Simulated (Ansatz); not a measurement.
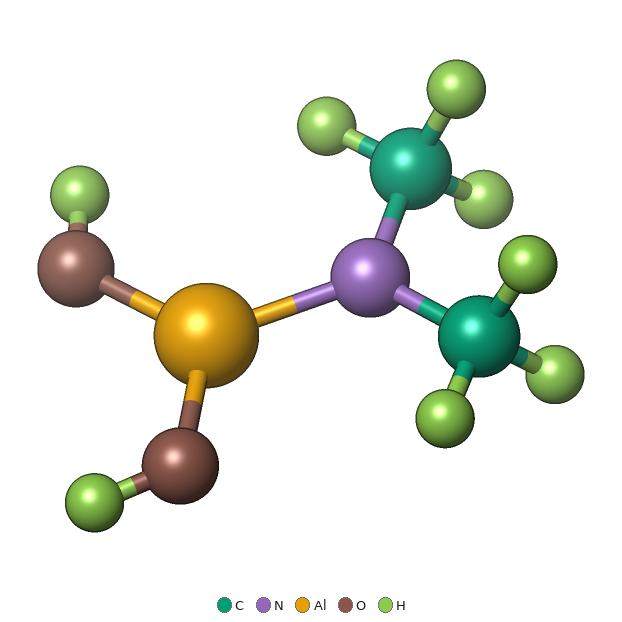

Ball-and-stick drawing of a structure.

Computed geometry: PBE0-D4/def2-TZVP optimisation.

**Count the atoms of each element.**

C2H8AlNO2, 14 atoms: 2 carbon, 8 hydrogen, 1 aluminium, 1 nitrogen and 2 oxygen.

**How many bonds of each kind are drawn?**

6 C–H, 2 C–N, 2 Al–O, 2 O–H, 1 Al–N.

**Give a SMILES string for it.**

C[N](C)[Al]([OH])[OH]

**What is the point group of this geometry?**

Cs.

More results for the same structure follow; atom numbers are the same in all pictures, views and colours differ.

**Shape**

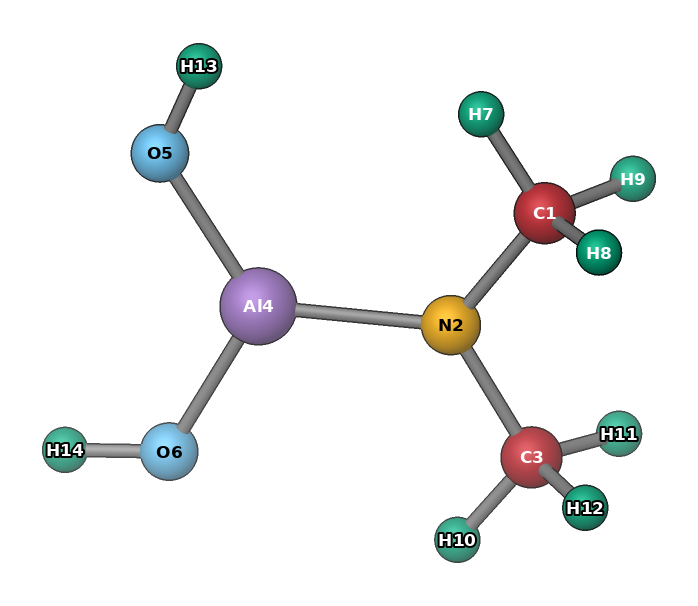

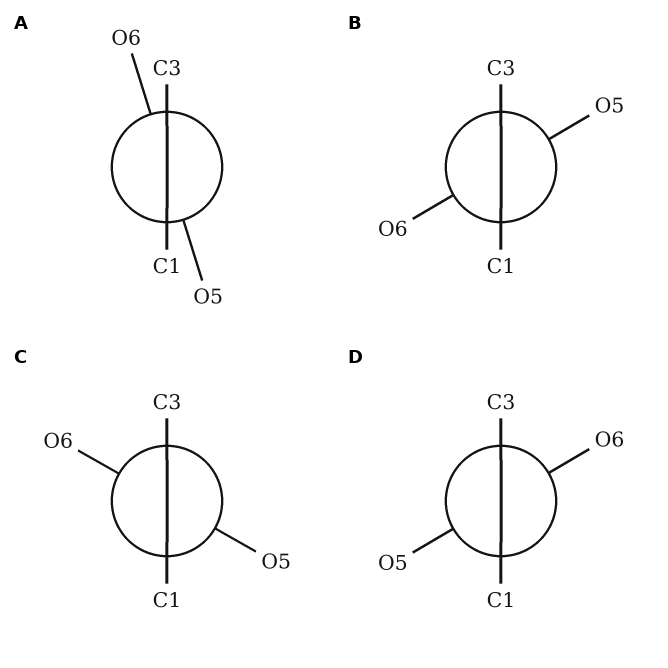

Atoms fade into the background with distance from the viewer. Bonds that would overlap in a projection are set slightly apart.

**Which Newman projection shows the view along N2–Al4, with N2 in front?**

A. The torsion angle C1–N2–Al4–O5 is 0°, synperiplanar (eclipsed).

**Levels of theory compared**

Program: Ansatz 0.2.0.

Compare dipole (D), HOMO energy (eV), HOMO–LUMO gap (eV) at these levels: B3LYP-D4/def2-TZVPP; PBE-D4/def2-TZVPP; r2SCAN-D4/def2-TZVPP; ωB97M-V/def2-TZVPP.

```
               level  dipole (D)  HOMO energy (eV)  HOMO–LUMO gap (eV)
 B3LYP-D4/def2-TZVPP        1.32             −6.06                5.60
   PBE-D4/def2-TZVPP        1.25             −4.97                3.97
r2SCAN-D4/def2-TZVPP        1.29             −5.19                4.69
  ωB97M-V/def2-TZVPP        1.33             −8.57                9.99
```

**Charges**

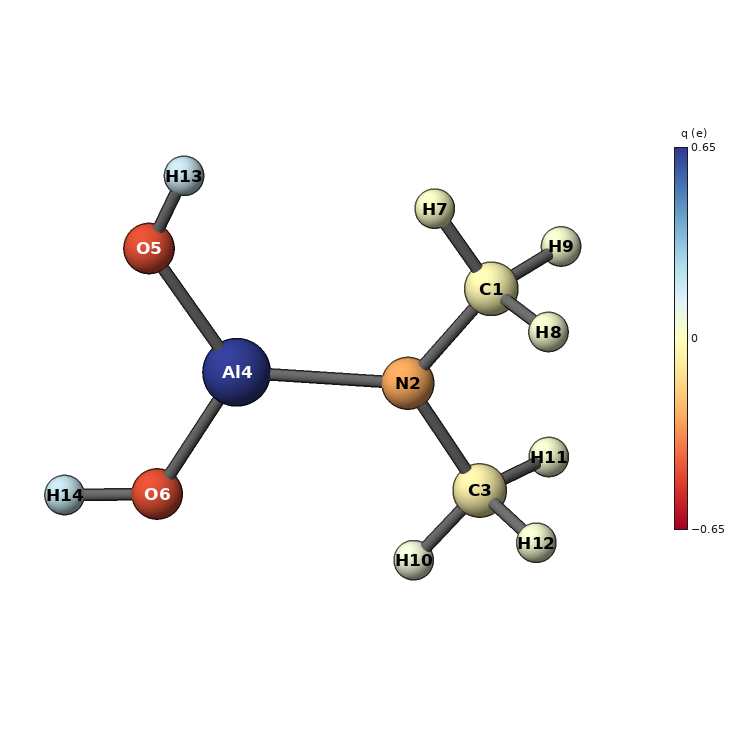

Atoms are coloured by their Mulliken charges. Method: RKS r2SCAN-D4/def2-TZVPP (Ansatz 0.2.0).

List the Mulliken charges.

| atom | value (e) |
| --- | --- |
| C1 | −0.03 |
| N2 | −0.26 |
| C3 | −0.05 |
| Al4 | 0.63 |
| O5 | −0.44 |
| O6 | −0.44 |
| H7 | 0.02 |
| H8 | 0.04 |
| H9 | 0.04 |
| H10 | 0.06 |
| H11 | 0.04 |
| H12 | 0.04 |
| H13 | 0.18 |
| H14 | 0.19 |

**Vibrations**

Harmonic vibrations computed with RKS PBE0-D4/def2-TZVP (Ansatz 0.2.0) at a stationary point of the same level.

**How many vibrational modes are there, and where do they lie?**

36 modes: 65, 127, 159, 214, 229, 246, 258, 287, 313, 318, 349, 577, 622, 646, 838, 927, 1037, 1096, 1118, 1170, 1229, 1324, 1442, 1468, 1470, 1480, 1501, 1521, 2974, 2980, 3008, 3019, 3095, 3120, 3971, 3984 cm⁻¹.

Mulliken values depend strongly on the basis set and can even reverse the polarity of a bond.
